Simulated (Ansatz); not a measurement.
## Sr3SbN, pressure series

Consider Sr3SbN in the anti-perovskite structure (space group Pm-3m, No. 221; a = 5.186 Å; a cell from a computed database, its experimental status unchecked).

Cell and atoms are relaxed at each pressure.

All numbers come from r2SCAN (Ansatz, a program for electronic structure), spin-orbit coupling left out, earlier PAW set.

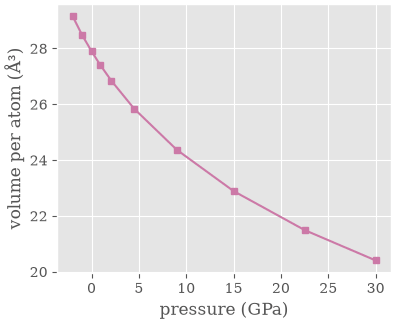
Figure: Volume per atom against pressure

| pressure (GPa) | volume per atom |
|---|---|
| -2 | 29.16 Å³ |
| -1 | 28.48 Å³ |
| 0.9 | 27.42 Å³ |
| 2.1 | 26.84 Å³ |
| 4.5 | 25.84 Å³ |
| 9 | 24.37 Å³ |
| 15 | 22.89 Å³ |
| 22.5 | 21.49 Å³ |
| 30 | 20.40 Å³ |

The mesh was chosen for an insulator and is coarse for the gapless case. Load acts through the strain it causes; cell and atoms are relaxed under it. Stability against distortions was not tested. Competing high-pressure phases were not computed. The final runs are not spin-polarised.
